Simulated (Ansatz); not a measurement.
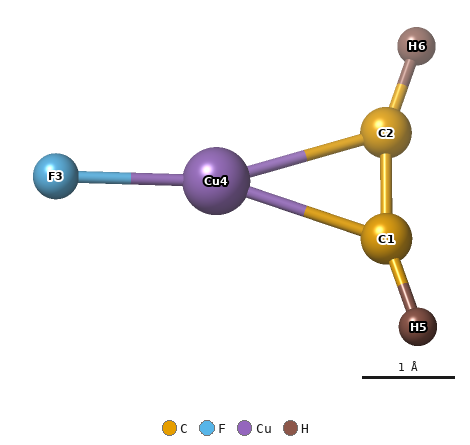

Fig. 1: The structure as given in the input (ball-and-stick view, seen at an oblique angle; atoms are numbered from 1 in the order of the input). Sticks mark near contacts. Bond lengths as drawn: Cu–F 1.75 Å, C–C 1.26 Å, C–Cu 1.96 Å and C–H 1.09 Å.

## C2H2CuF: one change and its effect

System: C2H2CuF.
Method of the first run: RHF/def2-SVP (Ansatz 0.2.0).

Text and figures count atoms from 1; the logs count them from 0 in places.

Input, the first run:
```yaml
crystal:
  periodic: [false, false, false]
  atoms:
    - { symbol: C, position_ang: [-0.15369191, 1.75800544, -0.36941009] }
    - { symbol: C, position_ang: [0.92215382, 1.33823212, -0.86748965] }
    - { symbol: F, position_ang: [-0.3177303, -1.76602275, 0.63703982] }
    - { symbol: Cu, position_ang: [0.02088475, -0.15613477, 0.02940468] }
    - { symbol: H, position_ang: [-0.97360995, 2.41505347, -0.07671733] }
    - { symbol: H, position_ang: [1.87585359, 1.30179649, -1.39556742] }
basis:
  gaussian: { orbitals: def2-SVP }
hamiltonian:
  xc: hf
relax:
  f_tol: 0.002
  max_steps: 150
```

Launched with:
```bash
ansatz run input.yaml --threads 2 --pin off --max-ram 5120MiB --backend cpu --events-out ev --progress --plain --runs-dir out
```

Hardware: 2 threads of Intel Xeon (Sapphire Rapids), 64 GiB of memory available, shared host.

Output, shortened to warnings, some set-up lines, iterations and results (the first run):
```
[...]
mean field evaluation 1: about -49377.4301 eV, gradient 5.6e1 eV
mean field evaluation 2: about -49377.6752 eV, gradient 5.6e1 eV
mean field evaluation 4: about -49383.6433 eV, gradient 8.5e0 eV
mean field evaluation 8: about -49383.8212 eV, gradient 5.7e-1 eV
mean field evaluation 16: about -49371.8738 eV, gradient 1.5e1 eV
[... 6 lines ...]
mean field evaluation 64: about -49384.3385 eV, gradient 1.6e-5 eV
relax step   6: F+E_penalty+E_count = -49384.33849838 eV  Δ(F+E_penalty+E_count) = -5.579e-4 eV  max|allowed force component| = 1.370e-2 eV/Å  Δτ_max = 0.0079 Å  (46 SCF …
relax step   7: F+E_penalty+E_count = -49384.33850776 eV  Δ(F+E_penalty+E_count) = -9.379e-6 eV  max|allowed force component| = 3.171e-3 eV/Å  Δτ_max = 0.0010 Å  (46 SCF …
relax step   8: F+E_penalty+E_count = -49384.33850811 eV  Δ(F+E_penalty+E_count) = -3.557e-7 eV  max|allowed force component| = 2.715e-5 eV/Å  Δτ_max = 0.0001 Å  (46 SCF …
mean field evaluation 96: about -49378.2092 eV, gradient 5.7e1 eV
mean field -49384.33850811 eV, -1814.8409662663 hartree, gradient 1.1e-5 eV, S^2 0.000000; 1 other end points of the search recorded, 0 dependent functions left out
the calculation of the forces begins
reference -49384.33850811 eV, -1814.8409662663 hartree; 26, 26 occupied and 57, 57 virtual orbitals, 956 factors
Total energy: -49384.33850811 eV, -1814.8409662663 hartree
Atom 0 at    -0.088216     1.932255    -0.451166 Å, force     0.000012     0.000024    -0.000014 eV/Å
Atom 1 at     0.937078     1.533648    -0.926223 Å, force    -0.000003    -0.000001     0.000000 eV/Å
Atom 2 at    -0.354825    -1.926248     0.699707 Å, force    -0.000004    -0.000001     0.000000 eV/Å
Atom 3 at    -0.002846    -0.273370     0.072563 Å, force    -0.000001    -0.000002     0.000005 eV/Å
Atom 4 at    -0.983006     2.366074    -0.058862 Å, force     0.000014    -0.000027    -0.000000 eV/Å
Atom 5 at     1.865675     1.258571    -1.378759 Å, force    -0.000018     0.000007     0.000009 eV/Å
Dipole moment:     0.314651     1.477559    -0.560625 e Å
```

The input of the second run differs as follows (lines with − go, lines with + come):
```diff
-  xc: hf
+  xc: lda
```

How does the second run compare with the first run?

The total energies belong to different methods, so their difference says nothing on which is more stable or more accurate. The functional changes from hf to LDA. On the same kind of shared host the second run took about 0.47 times as long.

Output, shortened to warnings, some set-up lines, iterations and results (the second run):
```
[...]
mean field evaluation 1: about -49334.3430 eV, gradient 5.4e1 eV
mean field evaluation 2: about -49297.5467 eV, gradient 1.5e2 eV
mean field evaluation 4: about -49340.7766 eV, gradient 9.4e0 eV
mean field evaluation 8: about -49340.9220 eV, gradient 8.4e-2 eV
mean field evaluation 16: about -49340.8768 eV, gradient 8.8e-5 eV
relax step   1: F+E_penalty+E_count = -49340.87680183 eV  Δ(F+E_penalty+E_count) = +0.000e0 eV  max|allowed force component| = 8.251e-1 eV/Å  Δτ_max = 0.0000 Å  (28 SCF …
relax step   2: F+E_penalty+E_count = -49340.90246326 eV  Δ(F+E_penalty+E_count) = -2.566e-2 eV  max|allowed force component| = 4.771e-1 eV/Å  Δτ_max = 0.0271 Å  (31 SCF …
mean field evaluation 32: about -49340.9169 eV, gradient 1.4e-5 eV
relax step   3: F+E_penalty+E_count = -49340.91693044 eV  Δ(F+E_penalty+E_count) = -1.447e-2 eV  max|allowed force component| = 5.788e-2 eV/Å  Δτ_max = 0.0444 Å  (31 SCF …
relax step   4: F+E_penalty+E_count = -49340.91705636 eV  Δ(F+E_penalty+E_count) = -1.259e-4 eV  max|allowed force component| = 1.332e-2 eV/Å  Δτ_max = 0.0033 Å  (33 SCF …
relax step   5: F+E_penalty+E_count = -49340.91709017 eV  Δ(F+E_penalty+E_count) = -3.381e-5 eV  max|allowed force component| = 9.624e-3 eV/Å  Δτ_max = 0.0020 Å  (23 SCF …
relax step   6: F+E_penalty+E_count = -49340.91710370 eV  Δ(F+E_penalty+E_count) = -1.354e-5 eV  max|allowed force component| = 1.343e-3 eV/Å  Δτ_max = 0.0021 Å  (24 SCF …
mean field evaluation 64: about -49340.9171 eV, gradient 1.2e-1 eV
mean field -49340.91710370 eV, -1813.2452590863 hartree, gradient 8.7e-6 eV, S^2 0.000000; 1 other end points of the search recorded, 0 dependent functions left out
the calculation of the forces begins
reference -49340.91716322 eV, -1813.2452612736 hartree; 26, 26 occupied and 57, 57 virtual orbitals, 964 factors
Total energy: -49340.91716322 eV, -1813.2452612736 hartree
Atom 0 at    -0.155907     1.735825    -0.362065 Å, force     0.000761    -0.000037    -0.000444 eV/Å
Atom 1 at     0.917068     1.318458    -0.859156 Å, force    -0.000712     0.000374     0.000279 eV/Å
Atom 2 at    -0.307216    -1.703410     0.615149 Å, force    -0.000258    -0.000408     0.000261 eV/Å
Atom 3 at     0.027342    -0.130576     0.018553 Å, force     0.000336     0.000706    -0.000383 eV/Å
Atom 4 at    -0.981102     2.390640    -0.066350 Å, force     0.001215    -0.000933    -0.000419 eV/Å
Atom 5 at     1.873674     1.279994    -1.388872 Å, force    -0.001343     0.000297     0.000706 eV/Å
Dipole moment:     0.192715     0.905438    -0.343521 e Å
```

The two runs side by side:

| quantity | the first run | the second run |
| --- | --- | --- |
| outcome | converged | converged |
| total energy (hartree) | −1814.840966 | −1813.245261 |
| largest force (eV/Å) | 0.000 | 0.002 |
| basis functions | 83 | 83 |
| wall time (shared host) | 11 s | 5.2 s |
